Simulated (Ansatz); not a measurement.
Start from BN in the zinc blende structure (space group F-43m, No. 216; a = 3.610 Å). Axes: x, y, z lie along the cube axes.

Now apply this change: compressive biaxial strain of 2.08 % in the plane normal to [111], as in epitaxy on a mismatched substrate; the out-of-plane cell vector and the atoms relax.

Method: r2SCAN in Ansatz (plane waves to 500 eV, PAW, without spin-orbit coupling).

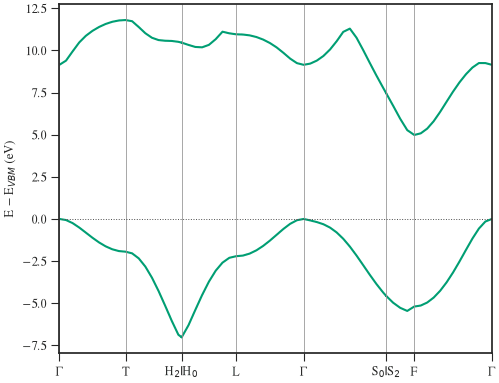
*Highest valence and lowest conduction band along the path of the changed cell's own zone*

**Question.** From the figure, how large is the changed gap, and is it direct?

**Answer.** About 5.0 eV, indirect, Γ → F.

Whether these cells are dynamically stable was not tested. k-point labels follow each cell's own Brillouin zone.

Ansatz is a quantum-chemistry and plane-wave program.
